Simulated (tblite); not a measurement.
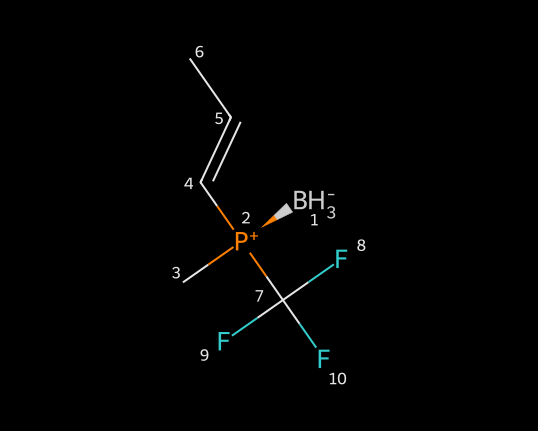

Skeletal drawing with numbered atoms; wedges and dashes mark any stereocentres. The configuration is that of a computed structure (GFN2-xTB).

What are the Cahn–Ingold–Prelog descriptors?

Answer. P2: R; C4=C5: E.

Write the isomeric SMILES.

Answer. [BH3-][P@@+](C)(/C=C/C)C(F)(F)F
